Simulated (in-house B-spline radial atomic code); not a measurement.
**Br⁸⁺: ionisation energy by several methods**

Aim: the ionisation energy of Br⁸⁺ by several methods, each as the difference of two self-consistent energies (Br⁸⁺ and the next ion, [Ar] 3d8).

The numbers are computed with in-house B-spline radial atomic code version 1 (non-relativistic, several functionals, spin-polarised, exact exchange averaged over the configuration; spherical all-electron atom at the radial basis limit), except any that are marked as measured or tabulated.

### 1 Starting point

| Property | Result |
| --- | --- |
| element | bromine (Z = 35) |
| charge | +8 |
| electrons | 27 |
| configuration | [Ar] 3d9 |
| nucleus | point |

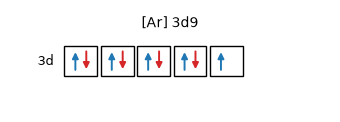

The shells outside the core, filled by Hund's rule for the drawing.

Where spins are not typed, each open shell is filled with up spins first.

### 2 r2SCAN0, a global hybrid

Input settings:

```ini
Z = 35
electrons = 27.0
configuration = [Ar] 3d9
hamiltonian = nr
method = r2scan0
spin_polarised = True
exact_exchange = averaged over the configuration
```

Run with:

```sh
$ python run_scf.py task.json out
```

task.json lists these runs, among others, and the program works through them in turn.

### 3 TPSSh, a global hybrid

Changes to the settings of step 2:

```diff
@@ -4,3 +4,3 @@
 hamiltonian = nr
-method = r2scan0
+method = tpssh
 spin_polarised = True
```

### 4 BHandHLYP, a global hybrid

Changes to the settings of step 3:

```diff
@@ -4,3 +4,3 @@
 hamiltonian = nr
-method = tpssh
+method = bhandhlyp
 spin_polarised = True
```

### 5 HSE06, a range-separated hybrid

Changes to the settings of step 4:

```diff
@@ -4,3 +4,3 @@
 hamiltonian = nr
-method = bhandhlyp
+method = hse06
 spin_polarised = True
```

### 6 M06-2X, a global hybrid

Changes to the settings of step 5:

```diff
@@ -4,3 +4,3 @@
 hamiltonian = nr
-method = hse06
+method = m062x
 spin_polarised = True
```

Before running: The tabulated ionisation energy is 224 ± 2.2 eV (tabulated theoretical; NIST Atomic Spectra Database). What does each method give, and which comes nearest?

**Answer**, as computed:

| method | rung | total energy (hartree) | ΔSCF (eV) | −ε highest (eV) | ΔSCF less tabulated (eV) |
| --- | --- | --- | --- | --- | --- |
| r2SCAN0 | global hybrid | -2553.6860 | 228.70 | 216.53 (3d down) | +4.70 |
| TPSSh | global hybrid | -2553.6529 | 228.18 | 212.70 (3d down) | +4.18 |
| BHandHLYP | global hybrid | -2553.7363 | 228.09 | 221.07 (3d down) | +4.09 |
| M06-2X | global hybrid | -2553.8452 | 228.15 | 221.90 (3d down) | +4.15 |
| HSE06 | range-separated hybrid | -2553.4017 | 228.19 | 215.45 (3d down) | +4.19 |

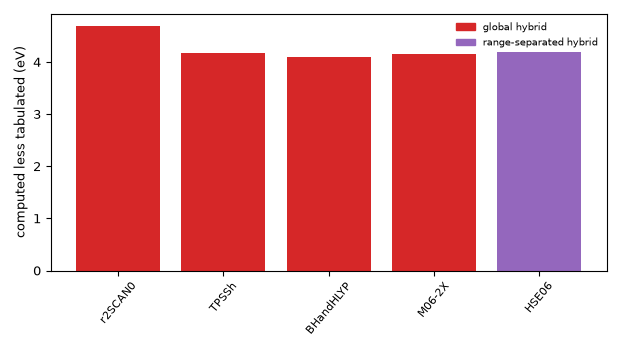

Error of each method against the tabulated value; one colour a rung.

The tabulated ionisation energy is 224 ± 2.2 eV (tabulated theoretical; NIST Atomic Spectra Database). BHandHLYP comes nearest (+4.09 eV) and r2SCAN0 is farthest (+4.70 eV, 2.1 %). All methods miss on the same side by much the same amount, which points to something that they share. These runs lack relativity altogether, which can outweigh the gaps between the methods, so the nearest may be so by luck. These runs leave out relativity, which matters at this nuclear charge. Open shells are averaged (over orientations, and over spins where the run is restricted), while tables refer to the lowest levels.
